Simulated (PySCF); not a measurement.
C3H3BF6, SMILES FC(B(C(F)(F)F)C)(F)F at its PBE0/def2-SVP optimised geometry (Å):

```
13

B     -0.0855     0.1095     0.0000
C      1.5207     0.1095     0.0000
F      1.9094     0.0038    -1.2863
F      2.0759    -0.8964     0.6796
F      2.0409     1.2450     0.4828
C     -0.8186    -1.3188     0.0798
F     -2.0759    -1.2941    -0.3786
F     -0.8736    -1.6606     1.3824
F     -0.1820    -2.2940    -0.5736
C     -0.8847     1.4241     0.0000
H     -0.3283     2.2940    -0.3741
H     -1.0666     1.6165     1.0801
H     -1.8760     1.3440    -0.4666
```

Calculation: PySCF with PBE0/def2-TZVP. Cells within 0.4 Å of a nucleus heavier than hydrogen are left out (blank, or x).

Map of the HOMO−1 amplitude (bohr^(-3/2)), clipped to [-0.25, 0.25] on the plane z = 0.0 Å; orbital energy -10.42 eV, overall sign arbitrary:

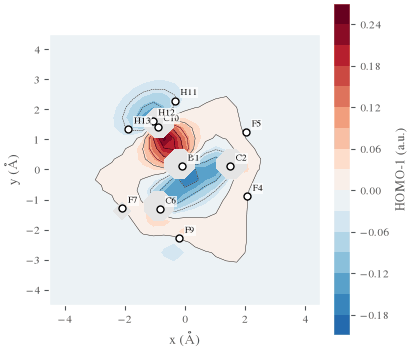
Figure. HOMO−1 amplitude (bohr^(-3/2)), clipped to [-0.25, 0.25] on the plane z = 0.0 Å.
